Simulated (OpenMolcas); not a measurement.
# Ti³⁺ among point charges: CASSCF and CASPT2 levels and susceptibility

How does a field of 6 point charges split the states of Ti³⁺, and what χT follows?

The numbers are computed with OpenMolcas 26.06 (state-averaged CASSCF and CASPT2, spin-orbit coupling by RASSI with atomic mean-field integrals), except any that are marked as measured or tabulated.

## 1. What is computed

```
Species                           : Ti³⁺ (titanium, Z = 22, 19 electrons)
Basis                             : ANO-RCC-VDZP [5s4p2d1f], 34 functions
Scalar Hamiltonian                : DKH2, point nucleus
Inactive shells                   : 1s 2s 2p 3s 3p
Active space                      : 1 electron in 5 orbitals (3d)
Some configurations of this space : 3d
Orbitals                          : optimised for each spin and parity, averaged over all roots
```

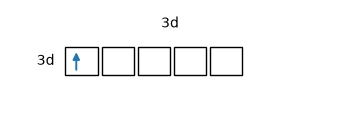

The shells outside the core, filled by Hund's rule for the drawing.

The ion sits among 6 point charges of -1.5 e arranged as a trigonal prism (D3h), 1.8 Å from the ion.

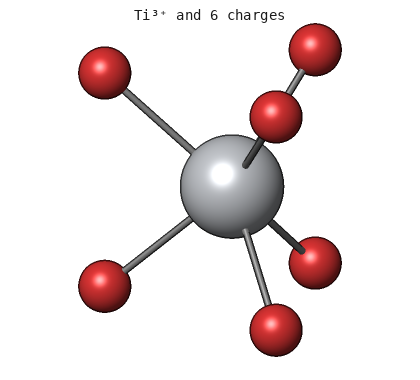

The ion and the point charges (red).

The work runs as a chain of OpenMolcas steps in one folder; each step below is one input file. Labels, J, g values, rates, χT and fits are worked out afterwards by a script from the matrices that RASSI stores.

## 2. GATEWAY and SEWARD: basis and integrals

File a.inp:

```
&GATEWAY
Coord
1

Ti 0.0 0.0 0.0
Basis=ANO-RCC-VDZP
Group=NoSym
NoMove
AngMom=0.0 0.0 0.0
AMFI
XField
6 Angstrom 0
1.360536 0.000000 1.178533 -1.500000
-0.680268 1.178259 1.178533 -1.500000
-0.680268 -1.178259 1.178533 -1.500000
1.360536 0.000000 -1.178533 -1.500000
-0.680268 1.178259 -1.178533 -1.500000
-0.680268 -1.178259 -1.178533 -1.500000
&SEWARD
```

Launch:

```bash
$ OMP_NUM_THREADS=1 MOLCAS_MEM=1689 MOLCAS_PROJECT=a pymolcas a.inp > a.log
```

The log of the run:

```text
Basis set label: TI.ANO-RCC...5S4P2D1F.

      Electronic valence basis set:
      ------------------
      Associated Effective Charge  22.000000 au
      Associated Actual Charge     22.000000 au
      Nuclear Model: Point charge

      Shell  nPrim  nBasis  Cartesian Spherical Contaminant
         s      21       5        X
         p      15       4        X
         d      10       2                 X
         f       6       1                 X
                  Relativistic Douglas-Kroll-Hess integrals:
                    - DKH order of Hamiltonian: 2
                    - DKH order of Properties : 0
                  Atomic mean-field integrals
```

## 3. Reference wave functions, doublets, 5 roots

File a.inp:

```
&RASSCF
FileOrb=start.orb
Symmetry=1
Spin=2
nActEl=1 0 0
Inactive=9
Ras2=5
CIRoot=5 5 1
SDav=5
CIMx=300
Iter=120 100
PrWF=0.3
OrbListing=Nothing
MaxOrb=0
>>> COPY $Project.JobIph JOB001
```

Launch:

```bash
$ OMP_NUM_THREADS=1 MOLCAS_MEM=1689 MOLCAS_PROJECT=a pymolcas a.inp > a.log
```

start.orb holds the contracted functions of the basis, ordered by shell, or the orbitals of the step before.

The log of the run, cut to the lines that bear on the results:

```text
[...]
      Number of active orbitals                  5
[...]
      Spin quantum number                      0.5
[...]
      Active orbitals                            5
[...]
      Number of CSFs                             5
      Number of root(s) required                 5
[...]
      Convergence after 12 iterations
[...]
      Natural orbitals and occupation numbers for root  1
      sym 1:   0.000000   0.000000   0.000000   0.000000   1.000000
      Natural orbitals and occupation numbers for root  2
      sym 1:   1.000000   0.000000   0.000000   0.000000   0.000000
      Natural orbitals and occupation numbers for root  3
      sym 1:  -0.000000   0.000000   1.000000  -0.000000   0.000000
::    RASSCF root number  1 Total energy:   -859.04956142
::    RASSCF root number  2 Total energy:   -859.04956142
::    RASSCF root number  3 Total energy:   -859.03141677
::    RASSCF root number  4 Total energy:   -859.00303367
::    RASSCF root number  5 Total energy:   -859.00303367
```

## 4. State interaction with spin-orbit coupling

File a.inp:

```
&RASSI
NrOfJobIphs=1 5
1 2 3 4 5
IphNames
JOB001
EJob
SpinOrbit
DIPRint=1.0
SOCoupling=1000.0
Subsets=2
Property=9
'ANGMOM' 1 'ANGMOM' 2 'ANGMOM' 3 'MLTPL  1' 1 'MLTPL  1' 2 'MLTPL  1' 3
'AMFI' 1 'AMFI' 2 'AMFI' 3
SOProperty=3
'ANGMOM' 1 'ANGMOM' 2 'ANGMOM' 3
```

The log of the run, cut to the lines that bear on the results:

```text
SPIN-FREE ENERGIES:
  (Shifted by EMIN (a.u.) =       -859.0495614173)
 SF State       Relative EMIN(au)   Rel lowest level(eV)    D:o, cm**(-1)      L_eff
     1             0.0000000000        0.0000000000              0.0000         1.9
     2             0.0000000000        0.0000000000              0.0000         1.9
     3             0.0181446493        0.4937410603           3982.2902         2.0
     4             0.0465277448        1.2660844356          10211.6596         2.0
     5             0.0465277498        1.2660845703          10211.6607         2.0
     Dipole printing threshold changed to   1.00000000E+00
[...]
Eigenvalues of complex Hamiltonian:
   -----------------------------------
  (Shifted by EMIN (a.u.) =       -859.0495614173)
 SO State       Relative EMIN(au)   Rel lowest level(eV)    D:o, cm**(-1)     J-value
     1            -0.0006055571        0.0000000000              0.0000         1.1
     2            -0.0006055571        0.0000000000              0.0000         1.1
     3             0.0005964030        0.0327070022            263.7998         1.1
     4             0.0005964030        0.0327070022            263.7998         1.1
     5             0.0181214837        0.5095887422           4110.1104         2.0
     6             0.0181214837        0.5095887422           4110.1104         2.0
     7             0.0461979655        1.2735887303          10272.1859         1.9
     8             0.0461979655        1.2735887303          10272.1859         1.9
     9             0.0468898488        1.2924158348          10424.0367         1.9
    10             0.0468898488        1.2924158348          10424.0367         1.9
Weights of the five most important spin-orbit-free states for each spin-orbit state.
[...]
```

Time for these steps: 1.8 s (1 thread, shared host).

Spin-free states, with their symmetry labels:

```tsv
state	degeneracy	E (cm-1)	free-ion L (%)
2E	2	0	D (100)
2A1	1	3982	D (100)
2E	2	10212	D (100)
```

With spin-orbit coupling:

```tsv
E (cm-1)	Degeneracy	Label	2S+1	g
0.0	2	E3/2	2	0.00 0.00 1.88
263.8	2	E1/2	2	0.00 0.00 5.89
4110	2	E1/2	2	1.86 1.86 2.00
10272	2	E1/2	2	0.00 0.14 0.14
10424	2	E3/2	2	0.00 0.00 4.00
```

Labels of spin-orbit levels are those of the rotation subgroup (D3 for D3h). Principal g values are given for doublets only; a zero marks a field direction without first-order Zeeman splitting.

Powder χT (cm³ K/mol): 0.11 at 2 K, 0.12 at 5 K, 0.12 at 10 K, 0.14 at 20 K, 0.18 at 50 K, 0.26 at 100 K, 0.35 at 150 K, 0.43 at 200 K, 0.50 at 250 K, 0.55 at 300 K.

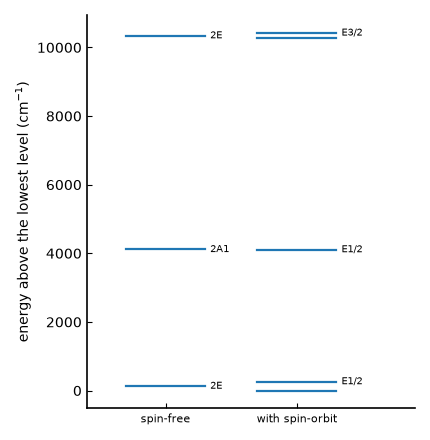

The states in the field without (left) and with (right) spin-orbit coupling.

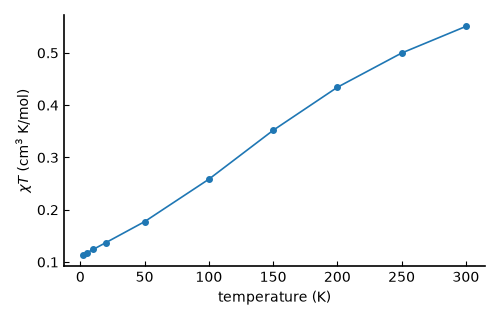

χT against temperature.

## 5. CASPT2: IPEA 0.25, imaginary shift 0.1 (closed shells correlated: 3s 3p)

File a.inp:

```
>>> COPY JOB001 $Project.JobIph
&CASPT2
Multistate=5 1 2 3 4 5
NoMult
Frozen=5
IPEA=0.25
Imaginary=0.1
MaxIter=60
WThr=0.0 0.3 0.05
PrWF=0.5
NoMix
```

Launch:

```bash
$ OMP_NUM_THREADS=1 MOLCAS_MEM=1689 MOLCAS_PROJECT=a pymolcas a.inp > a.log
```

The log of the run:

```text
Orbital specifications:
      -----------------------

      Symmetry species                           1
                                                 a
      Frozen orbitals                            5
      Inactive orbitals                          4
      Active orbitals                            5
      Secondary orbitals                        20
      Deleted orbitals                           0
      Number of basis functions                 34
Type of calculation                        SS-CASPT2
      Fock operator                              state-specific
      IPEA shift                                 0.25
      Real shift                                 0.00
      Imaginary shift                            0.10
      The input orbitals will be transformed to quasi-canonical
Reference energy:        -859.0495614173
      E2 (Non-variational):      -0.2112494306
      Shift correction:          -0.0000894883
      E2 (Variational):          -0.2113389189
      Total energy:            -859.2609003362
      Residual norm:              0.0000001378
      Reference weight:           0.95993
      Contributions to the CASPT2 correlation energy
      Active & Virtual Only:          0.0000000002
      One Inactive Excited:          -0.0407448011
      Two Inactive Excited:          -0.1705046297
Reference energy:        -859.0495614170
      E2 (Non-variational):      -0.2107452146
      Shift correction:          -0.0000887054
      E2 (Variational):          -0.2108339200
      Total energy:            -859.2603953369
      Residual norm:              0.0000001262
      Reference weight:           0.96014
      Contributions to the CASPT2 correlation energy
      Active & Virtual Only:          0.0000000002
      One Inactive Excited:          -0.0402513509
      Two Inactive Excited:          -0.1704938639
::    CASPT2 Root  1     Total energy:   -859.26090034
::    CASPT2 Root  2     Total energy:   -859.26039534
::    CASPT2 Root  3     Total energy:   -859.24267713
::    CASPT2 Root  4     Total energy:   -859.21202447
::    CASPT2 Root  5     Total energy:   -859.21202383
```

Time for this run: 0.62 s (1 thread, shared host).

SS-CASPT2: lowest energy less the reference's lowest, -0.2111 hartree; reference weights 0.960 to 0.961.

Spin-free states, with their symmetry labels:

```tsv
state	degeneracy	E (cm-1)	free-ion L (%)
2E	2	0	D (100)
2A1	1	3944	D (100)
2E	2	10672	D (100)
```

With spin-orbit coupling:

```tsv
E (cm-1)	Degeneracy	Label	2S+1	g
0	2	E3/2	2	0.00 0.00 1.88
260	2	E1/2	2	0.00 0.00 5.89
4070	2	E1/2	2	1.87 1.87 2.00
10730	2	E1/2	2	0.00 0.13 0.13
10880	2	E3/2	2	0.00 0.00 4.00
```

Powder χT (cm³ K/mol): 0.11 at 2 K, 0.12 at 5 K, 0.12 at 10 K, 0.14 at 20 K, 0.18 at 50 K, 0.26 at 100 K, 0.35 at 150 K, 0.43 at 200 K, 0.50 at 250 K, 0.55 at 300 K.

## 6. The methods side by side

A. CASSCF
B. SS-CASPT2, IPEA 0.25, imaginary shift 0.1 (closed shells correlated: 3s 3p)

```tsv
method	ground state	first state of that spin (cm-1)	first gap with spin-orbit (cm-1)	χT at 300 K
A	2E	2A1 3982	263.8	0.55
B	2E	2A1 3944	263.7	0.55
```

## 7. Summary of results

```
                                            quantity                                                                        value
                                              method  SS-CASPT2, IPEA 0.25, imaginary shift 0.1 (closed shells correlated: 3s 3p)
                              spin-free ground state                                               2E, 2-fold in its orbital part
first state of the same spin within the active space                                                             2A1 at 3940 cm⁻¹
                                        lowest level                                            2-fold E3/2, g = 0.00, 0.00, 1.88
                                          next level                                                                   263.7 cm⁻¹
                                         χT at 300 K                                                               0.55 cm³ K/mol
                           effective moment at 300 K                                                                      2.10 μB
```

Cost by method:

```tsv
method	time of its own steps	time with the reference
A. CASSCF	1.8 s	1.8 s
B. SS-CASPT2, IPEA 0.25, imaginary shift 0.1, +3s 3p	0.62 s	2.5 s
```

Times are of one thread on a shared host.

In words: The spin-free ground state (2E) comes to 100 % from free-ion D terms and keeps the highest spin of the shell. χT at 300 K is 0.55, against 0.38 cm³ K/mol for the spin alone, so orbital moment adds to it. CASPT2 does not keep the components of a term degenerate, and the means are used. The field of point charges can differ much from that of real complexes. This is an electrostatic model: the charges have no orbitals.
